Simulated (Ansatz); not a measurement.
# Run report: HfHClF4, nudged elastic band

The run: nudged elastic band of HfHClF4. Method and program: RKS PBE0-D4/def2-SVP (Ansatz 0.2.0).

One setting was made poor on purpose. It belongs to a series of runs on one base structure; here: band between the two ends. Figures and captions count atoms from 1; the log counts them from 0 in places.

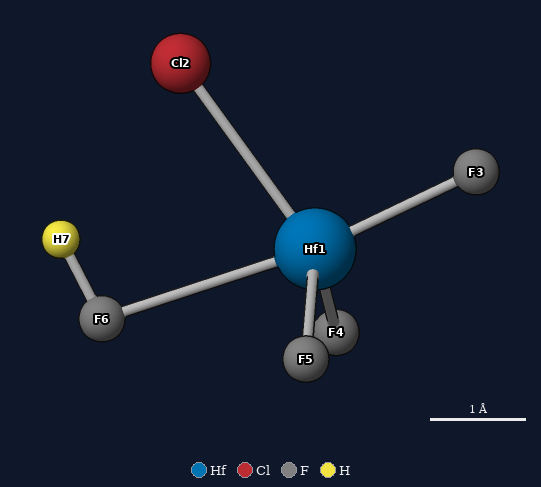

Figure 1. The structure as given in the input (ball-and-stick view, seen at a tilt; atoms are numbered from 1 in the order of the input). Sticks mark near contacts. Bond lengths as drawn: Cl–Hf 2.41 Å, F–H 0.94 Å and F–Hf 1.90 to 2.38 Å.

### The input
```yaml
crystal:
  periodic: [false, false, false]
  atoms:
    - { symbol: Hf, position_ang: [-0.056547, 0.0, 0.068625] }
    - { symbol: Cl, position_ang: [0.182828, 0.0, 2.468864] }
    - { symbol: F, position_ang: [1.766245, 0.0, -0.449718] }
    - { symbol: F, position_ang: [-0.691923, 1.600869, -0.735642] }
    - { symbol: F, position_ang: [-0.691922, -1.600869, -0.735641] }
    - { symbol: F, position_ang: [-2.242147, 1.0e-06, 1.006402] }
    - { symbol: H, position_ang: [-2.007633, -1.0e-06, 1.919609] }
basis:
  gaussian: { orbitals: def2-SVP }
hamiltonian:
  xc: pbe0
  dispersion: d4
neb:
  order_check: false
  images: 9
  f_tol: 0.05
  max_iterations: 55
  initial_path: linear
  final_atoms:
    - { symbol: Hf, position_ang: [-0.44495433, 2.0e-08, -0.52513306] }
    - { symbol: Cl, position_ang: [-0.18872413, -1.0e-08, 3.49641803] }
    - { symbol: F, position_ang: [1.33023443, 1.5e-07, 0.14982444] }
    - { symbol: F, position_ang: [-0.68303634, 1.54117901, -1.60956377] }
    - { symbol: F, position_ang: [-0.6830361, -1.54117899, -1.6095638] }
    - { symbol: F, position_ang: [-1.79660104, -1.0e-07, 0.84198691] }
    - { symbol: H, position_ang: [-1.27498148, -8.0e-08, 2.79853024] }
```

Launch command:
```bash
ansatz run input.yaml --threads 2 --pin off --max-ram 3072MiB --backend cpu --events-out ev --progress --plain --runs-dir out
```

### The program's output
```
Engine: ansatz 0.2.0, aarch64-unknown-linux-gnu
Functional definition: PBE0
  parameter a = 0.25
  parameter kappa = 0.804
  parameter beta = 0.06672455060314922
  exchange = (1 - a)*pbe_x(kappa = kappa, mu = beta*pi^2/3) + a*exact_x
  correlation = pbe_c(beta = beta)
1119 factors; integrals over basis functions are off by at most 3.1e-4 eV
mean field evaluation 1: about -24689.0544 eV, gradient 6.3e1 eV
mean field evaluation 2: about -24664.3645 eV, gradient 1.4e2 eV
mean field evaluation 4: about -24695.4327 eV, gradient 4.7e0 eV
mean field evaluation 8: about -24695.5189 eV, gradient 1.1e-1 eV
mean field evaluation 16: about -24695.5189 eV, gradient 5.7e-5 eV
mean field -24695.51895000 eV, -907.5435821884 hartree, gradient 5.7e-5 eV, S^2 0.000000; 0 other end points of the search recorded, 0 dependent functions left out
the calculation of the forces begins
reference -24695.51900762 eV, -907.5435843062 hartree; 33, 33 occupied and 78, 78 virtual orbitals, 1119 factors
1121 factors; integrals over basis functions are off by at most 1.4e-3 eV
mean field evaluation 32: about -24695.2776 eV, gradient 3.8e-5 eV
mean field -24695.27756830 eV, -907.5347115746 hartree, gradient 7.0e-6 eV, S^2 0.000000; 0 other end points of the search recorded, 0 dependent functions left out
[... from here on the field's lines of each further geometry are left out, up to the last ...]
NEB iter   1: max|band force component| = 4.521e0 eV/Å  barrier→ = 1.7593 eV  barrier← = 1.5041 eV  Δτ_max = 0.2000 Å  (312 SCF iters)
NEB iter   2: max|band force component| = 2.181e0 eV/Å  barrier→ = 0.5072 eV  barrier← = 0.2520 eV  Δτ_max = 0.2000 Å  (313 SCF iters)
NEB iter   3: max|band force component| = 2.253e0 eV/Å  barrier→ = 0.4607 eV  barrier← = 0.2055 eV  Δτ_max = 0.0778 Å  (305 SCF iters)
NEB iter   4: max|band force component| = 4.815e-1 eV/Å  barrier→ = 0.3469 eV  barrier← = 0.0917 eV  CI = image 4  Δτ_max = 0.0979 Å  (280 SCF iters)
NEB iter   5: max|band force component| = 3.260e-1 eV/Å  barrier→ = 0.3464 eV  barrier← = 0.0912 eV  CI = image 4  Δτ_max = 0.0985 Å  (281 SCF iters)
NEB iter   6: max|band force component| = 1.893e-1 eV/Å  barrier→ = 0.3463 eV  barrier← = 0.0911 eV  CI = image 4  Δτ_max = 0.0976 Å  (279 SCF iters)
NEB iter   7: max|band force component| = 1.016e-1 eV/Å  barrier→ = 0.3463 eV  barrier← = 0.0911 eV  CI = image 4  Δτ_max = 0.0989 Å  (272 SCF iters)
NEB iter   8: max|band force component| = 5.126e-2 eV/Å  barrier→ = 0.3463 eV  barrier← = 0.0911 eV  CI = image 4  Δτ_max = 0.0114 Å  (251 SCF iters)
NEB iter   9: max|band force component| = 6.593e-2 eV/Å  barrier→ = 0.3463 eV  barrier← = 0.0911 eV  CI = image 4  Δτ_max = 0.0057 Å  (221 SCF iters)
the calculation of the forces begins
reference -24695.27012266 eV, -907.5344379524 hartree; 33, 33 occupied and 78, 78 virtual orbitals, 1122 factors
1122 factors; integrals over basis functions are off by at most 1.0e-3 eV
mean field -24695.17322951 eV, -907.5308771947 hartree, gradient 8.0e-5 eV, S^2 0.000000; 1 other end points of the search recorded, 0 dependent functions left out
the calculation of the forces begins
reference -24695.17328633 eV, -907.5308792831 hartree; 33, 33 occupied and 78, 78 virtual orbitals, 1122 factors
NEB iter  10: max|band force component| = 5.897e-3 eV/Å  barrier→ = 0.3463 eV  barrier← = 0.0911 eV  CI = image 4  Δτ_max = 0.0000 Å  (476 SCF iters)
```

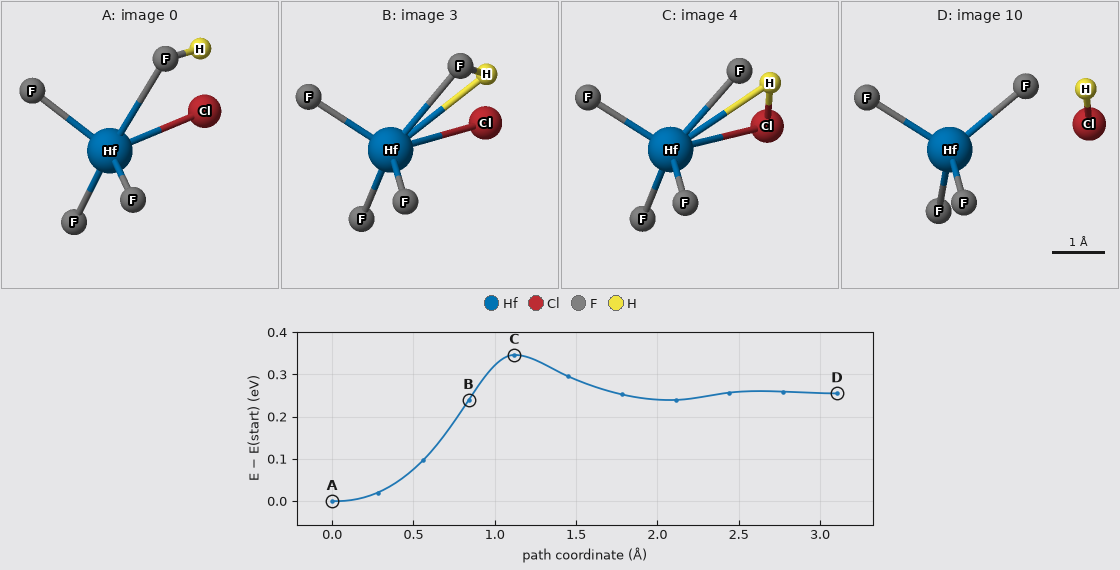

Figure 2. Images of the last band (counted from 0; ball-and-stick, seen at a tilt) above the energy along the path; the line is a cubic interpolation that uses the forces. The highest image is number 4, 0.346 eV above the start and 0.091 eV above the end (the climbing image); the end lies 0.255 eV above the start. The path is 3.11 Å long. The band converged in 10 iterations.

```
Total energy: -24695.29394169 eV, -907.5353132855 hartree
Atom 0 at    -0.413640    -0.000000    -0.072969 Å, force     0.000510    -0.000000    -0.000486 eV/Å
Atom 1 at     0.183192     0.000000     2.548118 Å, force     0.000604    -0.000000     0.001078 eV/Å
Atom 2 at     1.484722    -0.000000    -0.226779 Å, force     0.000038     0.000000    -0.000065 eV/Å
Atom 3 at    -0.871874     1.547468    -1.063427 Å, force    -0.000129    -0.000415    -0.000050 eV/Å
Atom 4 at    -0.871873    -1.547468    -1.063427 Å, force    -0.000129     0.000415    -0.000050 eV/Å
Atom 5 at    -2.041571     0.000001     1.199696 Å, force    -0.000358     0.000000     0.000949 eV/Å
Atom 6 at    -1.210055    -0.000001     2.221288 Å, force    -0.000536    -0.000000    -0.001378 eV/Å
Dipole moment:    -0.121189    -0.000000     0.389890 e Å
this run last wrote the band of iteration 10 to [file]
```

### The last band as extended XYZ (Å, eV, eV/Å)
```
7
Properties=species:S:1:pos:R:3:forces:R:3 image=0 energy=-24695.64019
Hf   -0.0565    0.0000    0.0686    0.0248   0.0000  -0.0166
Cl    0.1828    0.0000    2.4689   -0.0072   0.0000   0.0297
F     1.7662    0.0000   -0.4497   -0.0099   0.0000   0.0021
F    -0.6919    1.6009   -0.7356   -0.0085   0.0020  -0.0089
F    -0.6919   -1.6009   -0.7356   -0.0085  -0.0020  -0.0089
F    -2.2421    0.0000    1.0064   -0.0047   0.0000  -0.0269
H    -2.0076    0.0000    1.9196    0.0142   0.0000   0.0296
7
Properties=species:S:1:pos:R:3:forces:R:3 image=1 energy=-24695.62009
Hf   -0.1303    0.0000    0.0368    0.0453  -0.0004   0.0126
Cl    0.1868   -0.0001    2.4611    0.0272   0.0003  -0.0144
F     1.7132    0.0000   -0.3891    0.0296   0.0000  -0.0807
F    -0.7481    1.5698   -0.8354    0.0037   0.0141   0.0617
F    -0.7481   -1.5698   -0.8355    0.0038  -0.0140   0.0617
F    -2.2074   -0.0002    1.1172   -0.0204   0.0005  -0.0290
H    -1.8074    0.0002    1.9874   -0.0892  -0.0005  -0.0119
7
Properties=species:S:1:pos:R:3:forces:R:3 image=2 energy=-24695.54328
Hf   -0.2200    0.0000    0.0068    0.1225   0.0000   0.0432
Cl    0.1970    0.0000    2.4652    0.0806   0.0000  -0.0728
F     1.6411    0.0000   -0.3160    0.0936   0.0000  -0.1619
F    -0.7953    1.5462   -0.9319    0.0032   0.0117   0.1237
F    -0.7953   -1.5462   -0.9319    0.0032  -0.0117   0.1237
F    -2.1537    0.0000    1.2118   -0.0755   0.0000  -0.0081
H    -1.6149    0.0000    2.0385   -0.2277  -0.0001  -0.0479
7
Properties=species:S:1:pos:R:3:forces:R:3 image=3 energy=-24695.40079
Hf   -0.3205    0.0000   -0.0294    0.1810   0.0000   0.0913
Cl    0.1899    0.0000    2.4994    0.1178   0.0000  -0.1438
F     1.5559    0.0000   -0.2535    0.1252   0.0000  -0.1616
F    -0.8360    1.5380   -1.0130    0.0021  -0.0222   0.1297
F    -0.8360   -1.5380   -1.0130    0.0021   0.0222   0.1297
F    -2.0814    0.0000    1.2568   -0.0561   0.0000   0.2039
H    -1.4131    0.0000    2.0952   -0.3722   0.0000  -0.2493
7
Properties=species:S:1:pos:R:3:forces:R:3 image=4 energy=-24695.29388
Hf   -0.4136    0.0000   -0.0730    0.0005   0.0000  -0.0005
Cl    0.1832    0.0000    2.5481    0.0006   0.0000   0.0011
F     1.4847    0.0000   -0.2268    0.0000   0.0000  -0.0001
F    -0.8719    1.5475   -1.0634   -0.0001  -0.0004  -0.0001
F    -0.8719   -1.5475   -1.0634   -0.0001   0.0004  -0.0001
F    -2.0416    0.0000    1.1997   -0.0004   0.0000   0.0009
H    -1.2101    0.0000    2.2213   -0.0005   0.0000  -0.0014
7
Properties=species:S:1:pos:R:3:forces:R:3 image=5 energy=-24695.34459
Hf   -0.4898    0.0000   -0.1391   -0.0337   0.0000  -0.0346
Cl    0.2404    0.0000    2.5864    0.0108   0.0000   0.0279
F     1.4246    0.0000   -0.1874   -0.0235   0.0000   0.0412
F    -0.9029    1.5493   -1.1490   -0.0005   0.0011  -0.0483
F    -0.9029   -1.5493   -1.1490   -0.0005  -0.0011  -0.0483
F    -2.0294    0.0000    1.1191   -0.0006   0.0000  -0.0564
H    -1.0812    0.0000    2.4616    0.0481   0.0000   0.1185
7
Properties=species:S:1:pos:R:3:forces:R:3 image=6 energy=-24695.38742
Hf   -0.5389    0.0000   -0.2057   -0.0110   0.0000  -0.0169
Cl    0.2964    0.0000    2.5923    0.0041   0.0000   0.0048
F     1.3793    0.0000   -0.1634   -0.0080   0.0000   0.0153
F    -0.9291    1.5415   -1.2409    0.0005  -0.0020  -0.0265
F    -0.9291   -1.5415   -1.2409    0.0005   0.0020  -0.0265
F    -2.0236    0.0000    1.0658   -0.0011   0.0000  -0.0213
H    -0.9961    0.0000    2.7355    0.0151   0.0000   0.0711
7
Properties=species:S:1:pos:R:3:forces:R:3 image=7 energy=-24695.40056
Hf   -0.5815    0.0000   -0.2715   -0.0045   0.0000   0.0105
Cl    0.3354    0.0000    2.6000   -0.0025   0.0000  -0.0080
F     1.3339    0.0000   -0.1452    0.0014   0.0000  -0.0016
F    -0.9537    1.5302   -1.3322    0.0017   0.0026   0.0042
F    -0.9537   -1.5302   -1.3322    0.0017  -0.0026   0.0042
F    -2.0298    0.0000    1.0159    0.0020   0.0000  -0.0026
H    -0.8918    0.0000    3.0078    0.0002   0.0000  -0.0067
7
Properties=species:S:1:pos:R:3:forces:R:3 image=8 energy=-24695.38315
Hf   -0.6148    0.0000   -0.3710    0.0030   0.0000   0.0106
Cl    0.4102    0.0000    2.8314    0.0008   0.0000  -0.0368
F     1.2836    0.0000   -0.1684    0.0051   0.0000   0.0005
F    -1.0217    1.5267   -1.4246    0.0051  -0.0013   0.0096
F    -1.0217   -1.5267   -1.4246    0.0051   0.0013   0.0096
F    -1.9148    0.0000    1.0525   -0.0141   0.0000  -0.0019
H    -0.8620    0.0000    3.0471   -0.0050   0.0000   0.0082
7
Properties=species:S:1:pos:R:3:forces:R:3 image=9 energy=-24695.38086
Hf   -0.6533    0.0000   -0.4584   -0.0014   0.0000  -0.0033
Cl    0.4742    0.0000    3.0846    0.0005   0.0000   0.0129
F     1.2312    0.0000   -0.1990   -0.0018   0.0000  -0.0007
F    -1.0900    1.5366   -1.4861   -0.0018   0.0005  -0.0031
F    -1.0900   -1.5366   -1.4861   -0.0018  -0.0005  -0.0031
F    -1.8002    0.0000    1.0855    0.0052   0.0000   0.0002
H    -0.8131    0.0000    3.0019    0.0010   0.0000  -0.0028
7
Properties=species:S:1:pos:R:3:forces:R:3 image=10 energy=-24695.38500
Hf   -0.6762    0.0000   -0.5193    0.0170   0.0000  -0.0120
Cl    0.4668    0.0000    3.3449   -0.0090   0.0000  -0.0024
F     1.2045    0.0000   -0.2554   -0.0051   0.0000  -0.0015
F    -1.1492    1.5412   -1.5237   -0.0018   0.0059  -0.0010
F    -1.1492   -1.5412   -1.5237   -0.0018  -0.0059  -0.0010
F    -1.6905    0.0000    1.1139   -0.0073   0.0000   0.0120
H    -0.7473    0.0000    2.9057    0.0080   0.0000   0.0060
```

### Summary

- outcome: converged
- barrier, forward: 0.346 eV
- barrier, backward: 0.091 eV
- hardware: 2 threads of Arm Neoverse V2, 24 GiB of memory available, shared host
- wall time: 4.8 min (CPU time 9.4 min)
- peak memory: 0.27 GiB

### Notes

A deliberately poor setting: straight start. The order of the saddle point was not checked.
